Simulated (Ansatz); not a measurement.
# Frequency calculation of SiH$_{2}$Cl$_{2}$

SiH$_{2}$Cl$_{2}$, computed with RKS PBE0-D4/def2-SVP (Ansatz 0.2.0).

It belongs to a series of runs on one base structure; here: vibrations at the highest image of the band. Figures and captions count atoms from 1; the log counts them from 0 in places.

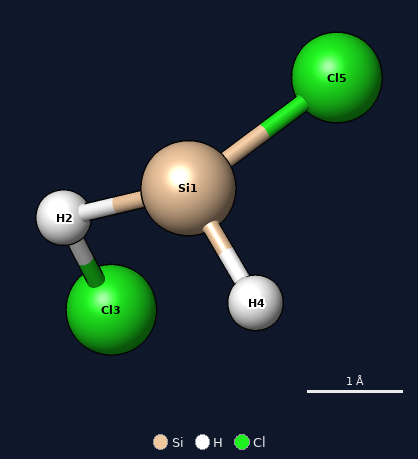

Figure 1. The structure as given in the input (ball-and-stick view, seen at a tilt; atoms are numbered from 1 in the order of the input). Bond lengths as drawn: Cl–H 1.50 Å, Cl–Si 2.07 Å and H–Si 1.51 to 1.71 Å.

Key numbers:

| quantity | value |
| --- | --- |
| outcome | converged |
| total energy | −32933.1778 eV |
| mean-field energy | −32933.0704 eV |
| largest force (length of the vector) | 0.029 eV/Å |
| hardware | 1 thread of Arm Neoverse V2, 24 GiB of memory available, shared host |
| wall time | 32 s |
| peak memory | 0.12 GiB |

The input:
```yaml
crystal:
  periodic: [false, false, false]
  atoms:
    - { symbol: Si, position_ang: [-0.445957, 0.010852, 0.362988] }
    - { symbol: H, position_ang: [0.898583, -0.040467, 1.410433] }
    - { symbol: Cl, position_ang: [2.11641, 0.022146, 0.53281] }
    - { symbol: H, position_ang: [-0.458856, 1.12296, -0.652911] }
    - { symbol: Cl, position_ang: [-0.873981, -1.662192, -0.778418] }
basis:
  gaussian: { orbitals: def2-SVP }
hamiltonian:
  xc: pbe0
  dispersion: d4
phonons: {}
```

Launched with:
```bash
ansatz run input.yaml --threads 1 --pin off --max-ram 2048MiB --backend cpu --events-out ev --progress --plain --runs-dir out
```

Output:
```
Engine: ansatz 0.2.0, aarch64-unknown-linux-gnu
Functional definition: PBE0
  parameter a = 0.25
  parameter kappa = 0.804
  parameter beta = 0.06672455060314922
  exchange = (1 - a)*pbe_x(kappa = kappa, mu = beta*pi^2/3) + a*exact_x
  correlation = pbe_c(beta = beta)
629 factors; integrals over basis functions are off by at most 2.5e-4 eV
mean field evaluation 1: about -32932.6925 eV, gradient 1.1e1 eV
mean field evaluation 2: about -32932.5124 eV, gradient 1.4e1 eV
mean field evaluation 4: about -32933.0688 eV, gradient 6.4e-1 eV
mean field evaluation 8: about -32933.0704 eV, gradient 5.6e-3 eV
mean field -32933.07038744 eV, -1210.2680139016 hartree, gradient 2.2e-5 eV, S^2 0.000000; 0 other end points of the search recorded, 0 dependent functions left out
the calculation of the forces begins
reference -32933.07040656 eV, -1210.2680146041 hartree; 25, 25 occupied and 39, 39 virtual orbitals, 629 factors
these checks for a lower state are left out or cut short: stability, starts, cluster_reference, orbital_swaps, neighbouring_geometries, increment
629 factors; integrals over basis functions are off by at most 2.5e-4 eV
mean field evaluation 16: about -32933.0704 eV, gradient 9.9e-2 eV
mean field -32933.07041620 eV, -1210.2680149586 hartree, gradient 2.1e-6 eV, S^2 0.000000; 0 other end points of the search recorded, 0 dependent functions left out
[... from here on the field's lines of each further geometry are left out, up to the last ...]
the calculation of the forces begins
reference -32933.07037034 eV, -1210.2680132732 hartree; 25, 25 occupied and 39, 39 virtual orbitals, 629 factors
these checks for a lower state are left out or cut short: stability, starts, cluster_reference, orbital_swaps, neighbouring_geometries, increment
629 factors; integrals over basis functions are off by at most 2.5e-4 eV
mean field evaluation 192: about -32933.0704 eV, gradient 2.3e-5 eV
mean field -32933.07038707 eV, -1210.2680138879 hartree, gradient 1.7e-6 eV, S^2 0.000000; 0 other end points of the search recorded, 0 dependent functions left out
the calculation of the forces begins
reference -32933.07040618 eV, -1210.2680145904 hartree; 25, 25 occupied and 39, 39 virtual orbitals, 629 factors
WARN: phonons: modes at or below zero, which the zero-point energy, F, S and C_V leave out: 1, the lowest at -649.03 cm⁻¹. A minimum has none, and a first-order saddle one
Total energy: -32933.17778055 eV, -1210.2719605255 hartree
Atom 0 at    -0.445957     0.010852     0.362988 Å, force     0.003798     0.014104    -0.002610 eV/Å
Atom 1 at     0.898583    -0.040467     1.410433 Å, force    -0.018796    -0.006115     0.003432 eV/Å
Atom 2 at     2.116410     0.022146     0.532810 Å, force     0.029027     0.002098    -0.001971 eV/Å
Atom 3 at    -0.458856     1.122960    -0.652911 Å, force    -0.009387    -0.006875     0.002413 eV/Å
Atom 4 at    -0.873981    -1.662192    -0.778418 Å, force    -0.004642    -0.003212    -0.001265 eV/Å
Dipole moment:    -0.191987     0.191365     0.127623 e Å
Vibrations: -649.03 103.28 338.89 550.21 581.21 667.28 854.64 1501.08 2167.37 cm⁻¹, zero-point energy 0.419312 eV
```

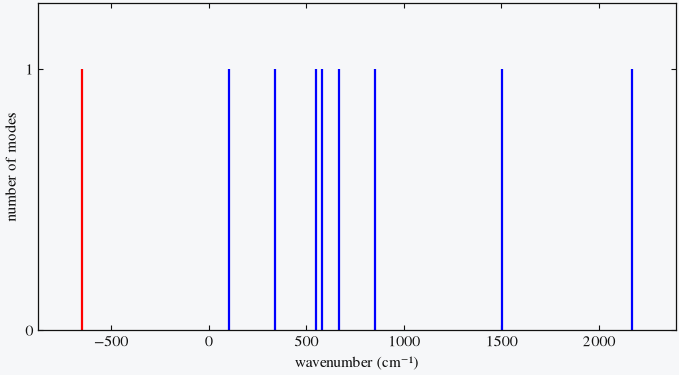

Figure 2. Harmonic vibrational wavenumbers from the force constants; neighbouring modes closer than 13 cm⁻¹ are counted in one stick, and imaginary ones are drawn at negative wavenumbers. 9 modes from 649i to 2167 cm⁻¹, 1 imaginary beyond 8i (649i cm⁻¹): a first-order saddle point, if the geometry is stationary.
